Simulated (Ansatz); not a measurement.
**C₂H₅F₃Sn (SMILES C[CH2][Sn]([F])([F])[F]): density, localisation and related maps**

Input file:

```
crystal:
  periodic: [false, false, false]
  atoms:
    - {symbol: C, position_ang: [0.066665, -1.143336, 1.042584]}
    - {symbol: C, position_ang: [0.602049, -0.552669, -0.252744]}
    - {symbol: Sn, position_ang: [-0.357016, 1.268120, -0.770253]}
    - {symbol: F, position_ang: [-2.234599, 1.099702, -1.021962]}
    - {symbol: F, position_ang: [0.256111, 2.100939, -2.364725]}
    - {symbol: F, position_ang: [-0.193116, 2.619625, 0.557857]}
    - {symbol: H, position_ang: [0.590794, -2.075878, 1.266509]}
    - {symbol: H, position_ang: [-0.998532, -1.371392, 0.976344]}
    - {symbol: H, position_ang: [0.214705, -0.470227, 1.888759]}
    - {symbol: H, position_ang: [0.452391, -1.215523, -1.106796]}
    - {symbol: H, position_ang: [1.666048, -0.316460, -0.195071]}
basis:
  gaussian: {orbitals: def2-TZVPP}
hamiltonian: {xc: pbe0, dispersion: d4}
output: {orbitals: {seedname: orbitals}}
```

Command:

```sh
ansatz run in.yaml --threads 4 --pin off --events-out ev --progress --plain --max-ram 11315MiB
```

Geometry: PBE0-D4/def2-TZVP; core potentials replace the inner electrons of Sn.

These are results of RKS PBE0-D4/def2-TZVPP (Ansatz), not measurements.

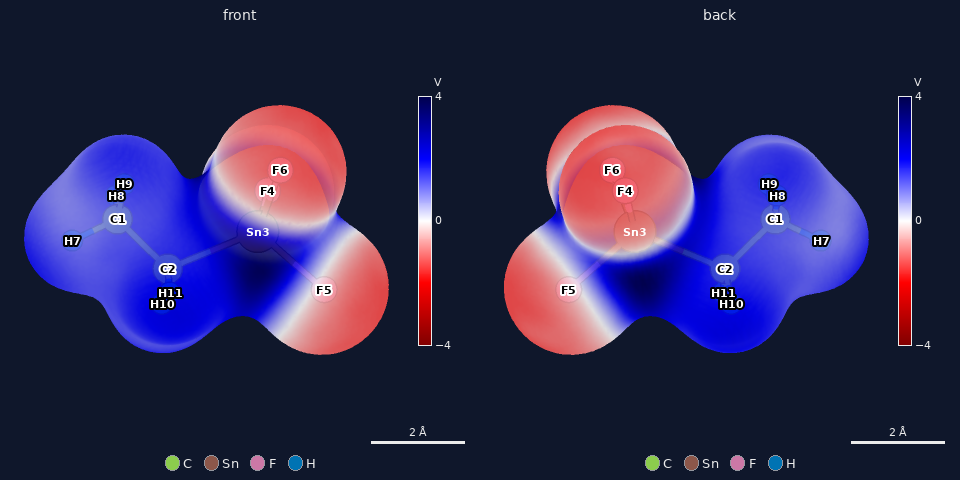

Figure 1. The electrostatic potential painted on the density surface at 0.004 e/bohr³, seen from the front and from behind; red is negative and blue positive.

Q: Describe the electrostatic potential map.

A: The most negative region (about −1.4 V, or −32 kcal/mol for a unit charge) lies over F4, F5 and F6, the most positive (about +3.9 V, or +90 kcal/mol for a unit charge) over Sn3.

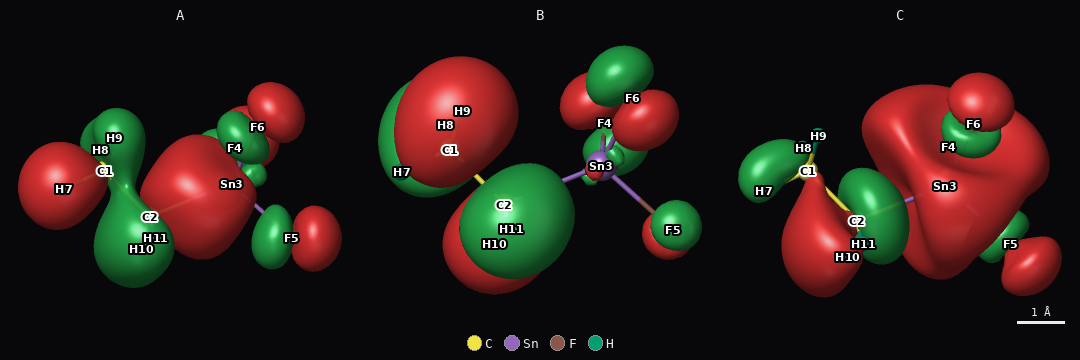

Figure 2. Three frontier orbitals at ±0.06 Å⁻³ᐟ² (green and red are the two phases), in no order.

Q: Order the three orbitals by energy and name them.

A: B is the HOMO−1 (−11.06 eV). Its weight (Hirshfeld) is mainly on C1 (about 25 %), C2 (about 15 %), H8 (about 10 %), H9 (about 10 %), H10 (about 10 %) and H11 (about 10 %). A is the HOMO (−9.47 eV). Its weight (Hirshfeld) is mainly on C2 (about 25 %), Sn3 (about 20 %), C1 (about 10 %), F5 (about 10 %), F4 (about 10 %) and F6 (about 10 %). C is the LUMO (−1.76 eV). Its weight (Hirshfeld) is mainly on Sn3 (about 45 %), C2 (about 20 %), F5 (about 10 %), F4 (about 10 %) and F6 (about 10 %).

Q: What is the HOMO–LUMO gap?

A: 7.71 eV between the orbital energies.

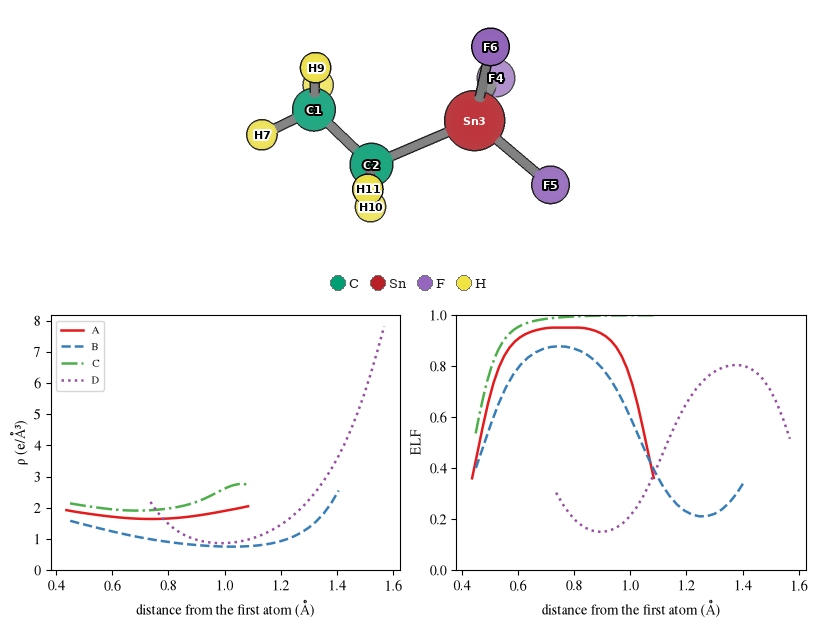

Figure 3. Electron density and electron localisation function along straight lines between neighbouring atoms. The curves leave out the atomic cores. The structure is drawn too.

Q: Which curve belongs to which contact (C–C, C–H, C–Sn and Sn–F)? The first atom named is at distance zero.

A: Curve A: C–C (1.52 Å): the density is about 1.6 e/Å³ at the midpoint; the ELF peaks at about 0.95 between the atoms, as expected for a covalent bond. Curve B: C–Sn (2.12 Å): ρ at the midpoint is about 0.76 e/Å³; the ELF peaks at about 0.90 in the valence shell of C, 0.7 Å from its nucleus, and drops to about 0.20 between the two atoms. Curve C: C–H (1.09 Å): ρ is about 2 e/Å³ halfway; the ELF climbs to about 1 towards the hydrogen, as it does in any bond to H (a covalent bond by its length). Curve D: Sn–F (1.90 Å): ρ at the midpoint is about 0.88 e/Å³; the ELF peaks at about 0.80 in the valence shell of F, 0.5 Å from its nucleus, and drops to about 0.15 between the two atoms.
